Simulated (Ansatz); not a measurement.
# C2Si: RPA@PBE/STO-3G

Aim: the vertical ionisation energy of C2Si at RPA@PBE/STO-3G, from 2 runs. 

The results are computed with Ansatz 0.2.0.

53 further runs of the same task are left out: 16 that didn't finish, 37 set aside as unsound or not needed.

### 1 The system as given

C2Si: 3 atoms, total charge 0, spin state singlet. Geometry: relaxed at GFN2-xTB.

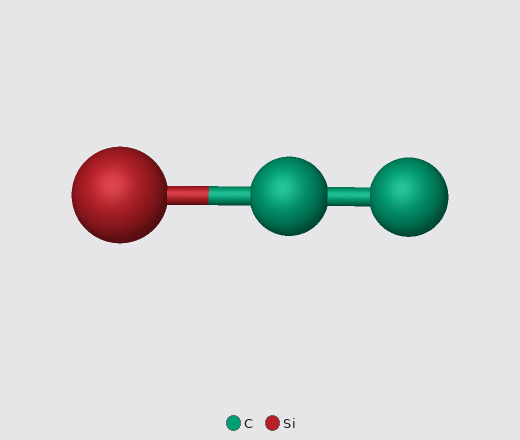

Viewed from a chosen angle; carbon teal, silicon red.

### 2 The energy at RPA@PBE/STO-3G

Contents of run.yaml:

```yaml
crystal:
  periodic: [false, false, false]
  atoms:
    - {symbol: C, position_ang: [-1.111830, 0.737510, -0.522770]}
    - {symbol: C, position_ang: [-0.135170, 0.089220, -0.063600]}
    - {symbol: Si, position_ang: [1.247000, -0.826740, 0.586370]}
basis:
  gaussian:
    orbitals: STO-3G
accuracy: high
correlation:
  method: rpa
  frozen_orbitals: {C: 1, Si: 5}
hamiltonian:
  xc: {name: PBE}
```

Launch:

```
$ ansatz run run.yaml --threads 1 --pin off --max-ram 2610MiB --events-out events.jsonl --progress --plain --runs-dir runs
```

Output:

```text
Warning: RAYON_NUM_THREADS=1 ignored (pool sized by the plan → 1); use --threads N
Functional definition: PBE
  name "PBE"
  parameter kappa = 0.804
  parameter beta = 0.06672455060314922
  exchange = pbe_x(kappa = kappa, mu = beta*pi^2/3)
  correlation = pbe_c(beta = beta)
326 factors; integrals over basis functions are off by at most 1.6e-8 eV
mean field evaluation 1: about -9815.5323 eV, gradient 3.0e1 eV
mean field evaluation 2: about -9815.4741 eV, gradient 3.0e1 eV
mean field evaluation 4: about -9820.9547 eV, gradient 7.9e0 eV
mean field evaluation 8: about -9821.1780 eV, gradient 1.4e-1 eV
mean field evaluation 16: about -9821.1780 eV, gradient 4.4e-7 eV
mean field evaluation 32: about -9821.1780 eV, gradient 2.5e-8 eV
mean field evaluation 64: about -9821.1735 eV, gradient 7.4e-1 eV
mean field -9821.17804210 eV, -360.9216360137 hartree, gradient 7.0e-8 eV, S^2 0.000000; 6 other end points of the search recorded, 0 dependent functions left out
7 core orbitals not correlated: weight in the atoms' cores, before any rotation towards them, 1.000 or more for the frozen orbitals, at most 0.000 for the correlated occupied ones
reference -9800.31703550 eV, -360.1550081610 hartree; 6, 6 occupied and 6, 6 virtual orbitals, 326 factors
Total energy: -9808.64086294 eV, -360.4609031775 hartree
```

Run time: 2.3 s. Hardware: 1 thread of Arm Neoverse V2, shared host.

### 3 The doublet cation, same level

Edit run.yaml of step 2 so:

```diff
@@ -9,3 +9,8 @@
     orbitals: STO-3G
-accuracy: high
+total_charge: 1
+magnetization:
+  spin_polarized: true
+  initial_magnetization: 1
+hamiltonian:
+  xc: pbe
 correlation:
@@ -13,3 +18,2 @@
   frozen_orbitals: {C: 1, Si: 5}
-hamiltonian:
-  xc: {name: PBE}
+accuracy: high
```

Launch:

```
$ ansatz run run.yaml --threads 1 --pin off --max-ram 2610MiB --events-out events.jsonl --progress --plain --runs-dir runs
```

Output, shortened:

```text
Warning: RAYON_NUM_THREADS=1 ignored (pool sized by the plan → 1); use --threads N
Functional definition: PBE
  name "PBE"
[...]
326 factors; integrals over basis functions are off by at most 1.6e-8 eV
[...]
mean field -9814.70890482 eV, -360.6838996034 hartree, gradient 3.3e-8 eV, S^2 0.786136; 2 other end points of the search recorded, 0 dependent functions left out
7 core orbitals not correlated: weight in the atoms' cores, before any rotation towards them, 1.000 or more for the frozen orbitals, at most 0.000 for the correlated occupied ones
reference -9795.51360205 eV, -359.9784852376 hartree; 6, 5 occupied and 6, 7 virtual orbitals, 326 factors
Total energy: -9803.46104137 eV, -360.2705482456 hartree
```

Wall time 1.8 s (1 thread of Arm Neoverse V2, shared host); peak memory 0.11 GiB.

### 4 Outcome

Level: RPA@PBE/STO-3G, 7 core orbitals frozen.

```
                                          quantity          value
                        singlet C2Si: total energy  -360.46090 Eh
    singlet C2Si: RPA correlation energy (valence)     -305.9 mEh
                      doublet cation: total energy  -360.27055 Eh
  doublet cation: RPA correlation energy (valence)     -292.1 mEh
 doublet cation: ⟨S²⟩ of the reference determinant          0.786
vertical ionisation energy (to the doublet cation)       5.180 eV
```

The vertical ionisation energy comes to 5.18 eV (119 kcal/mol). In a minimal basis such a difference can be off by several eV, whatever the method.
